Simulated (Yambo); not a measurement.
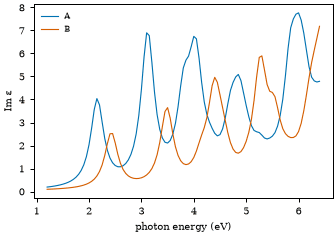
*Two computed absorption spectra of AgI (zinc blende, space group F-43m, No. 216) under isotropic strain of +2 % on all lattice vectors (Yambo, PBEsol bands with the same scissor, field along x)*

Task: Which curve includes the electron-hole attraction (BSE)?

Result: Curve A: the attraction moves weight to lower energy (centre of the plotted range 4.4 eV against 4.7 eV). Settings: 6×6×6 mesh, 5 valence and 4 conduction bands, static screening with 39 bands and a 4 Ry block, scissor 1.22 eV, Tamm-Dancoff. The scissor comes from a G0W0 run whose convergence isn't established. Broadening 0.15 eV. The band window holds all transitions up to 6.4 eV. On this mesh the peak heights and the fine structure are mesh artefacts; only the shift of weight is robust.

Spin-orbit coupling is not included.

Geometry strained from the cell relaxed with PBEsol, atoms relaxed again; primitive cell a = 4.649 Å, b = 4.649 Å, c = 4.649 Å, α = 60.00°, β = 60.00°, γ = 60.00°.
